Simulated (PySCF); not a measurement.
```xyz
2

Na    0.0000    0.0000   -2.2453
Ca    0.0000    0.0000    1.2917
```

Method: PBE0/aug-pcseg-1, non-relativistic, at a bond length of 3.537 Å (PySCF).

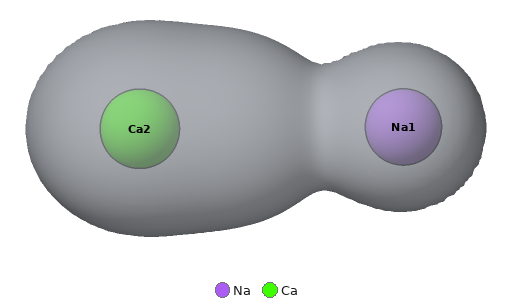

NaCa (charge +1). Isosurface of the total electron density at 0.04 e/Å³ (grey), seen from one side.

How is the density connected at this value?

At this value the surface is in one piece. It bridges the sampled Na–Ca (3.54 Å) contact, where the density stays above the isovalue. On the grid the lowest density along these lines, outside the cores, is 0.07 e/Å³ (Na–Ca, 3.54 Å).
